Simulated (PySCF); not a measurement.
Vertical excitations of a molecule CH8FNSi2 from PySCF with TDA-B3LYP/def2-SVPD, as energy in eV (oscillator strength): 6.11 (0.021), 6.65 (0.001), 6.92 (0.021), 7.49 (0.018), 7.68 (0.015), 7.81 (0.016), 7.86 (0.003), 7.99 (0.028), 8.04 (0.007), 8.11 (0.008). Lowest triplet (TDA): 5.77 eV. The structure is a stationary point at PBE0-D3(BJ)/def2-SVP. The values are those of a single conformer.

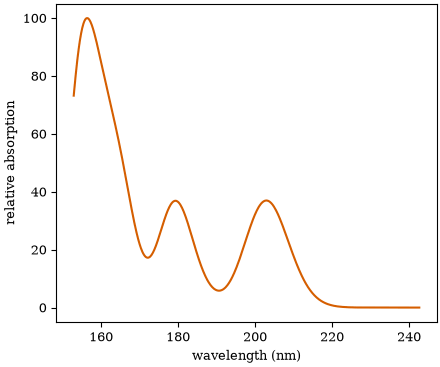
*The lines broadened by 0.4 eV.*

Q: Identify the compound among the candidates.
A. N[Si@H](F)C[SiH3]
B. N[SiH2]C[SiH2]F
C. NC[SiH2][SiH2]F
D. C[Si@@H](F)[SiH2]N

A: B, N[SiH2]C[SiH2]F
